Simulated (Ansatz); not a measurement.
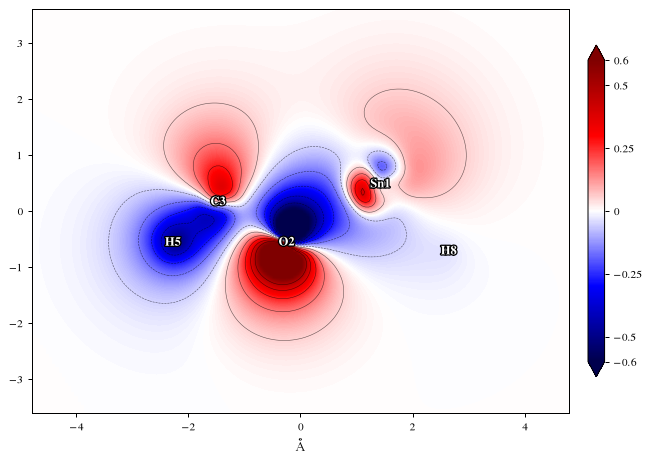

Figure 1: CH$_{6}$OSn (Sn(OMe)H3). The HOMO−1 on the plane of atoms Sn1, O2 and C3 (values in Å⁻³ᐟ²; the overall sign is arbitrary).

Geometry: r2SCAN-D4/def2-TZVP; core potentials replace the inner electrons of Sn.

The calculation used RKS PBE0-D4/def2-TZVP (Ansatz 0.2.0).

```xyz
9

Sn   -0.3754    0.6033   -1.2768
O    -0.3348    0.5534    0.6964
C     0.3310   -0.5302    1.3139
H    -0.1179   -1.5013    1.0570
H     0.2538   -0.4021    2.3978
H     1.3995   -0.5698    1.0547
H     1.2462    0.6369   -1.8177
H    -1.2347    2.0265   -1.6203
H    -1.1676   -0.8169   -1.8049
```

> Where does this orbital lie, and at what energy?

Its weight (Hirshfeld) is mainly on O2 (about 55 %), C3 (about 15 %), Sn1 (about 10 %) and H5 (about 10 %). Its energy is −8.13 eV.
